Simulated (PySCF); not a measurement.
```xyz
16

C    -1.2591   -1.2953   -0.7670
C    -0.3674   -0.3338   -0.0173
C     0.6980   -0.8159    0.8972
C     1.7423    0.0686    0.3279
C     0.6801    0.6440   -0.6447
C    -0.1104    1.7674   -0.0315
C    -0.9971    0.9446    0.5289
Cl   -2.3101    1.1425    1.5951
H    -1.9402   -1.7823   -0.0725
H    -0.6583   -2.0560   -1.2599
H    -1.8417   -0.7620   -1.5147
H     0.6388   -1.3425    1.8287
H     2.2028    0.7917    1.0073
H     2.5447   -0.4658   -0.1876
H     0.9138    0.6771   -1.7023
H     0.0563    2.8267    0.0009
```

Geometry: GFN2-xTB.

Level of theory: UKS B3LYP, pcH-1 on C Cl H, non-relativistic, mean-field spin-orbit, GIAO (PySCF).

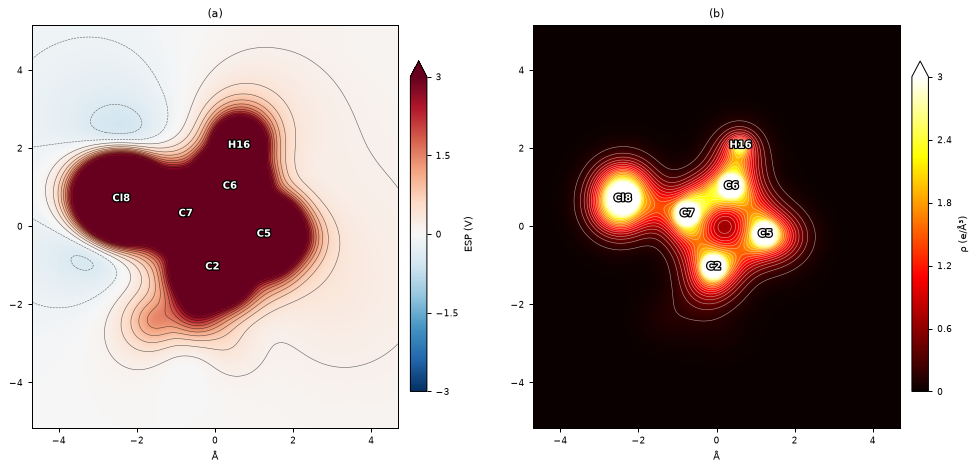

C$_{7}$H$_{8}$Cl (doublet). (a) electrostatic potential; (b) total electron density on the plane of atoms C2, C7 and C6.

Describe what can be read from this map.

Answer. Atoms in the plane: C, Cl and H. C–C (1.33 Å): ρ at the midpoint is about 2.3 e/Å³. C–Cl (1.70 Å): ρ is about 1.5 e/Å³ halfway. C–H (1.07 Å): ρ at the midpoint is about 2.1 e/Å³. C–C (1.50 Å): ρ is about 1.7 e/Å³ halfway. C–C (1.53 Å): ρ is about 1.6 e/Å³ halfway. Outside the dense part of the molecule the potential is most negative (−0.5 V) near Cl8.
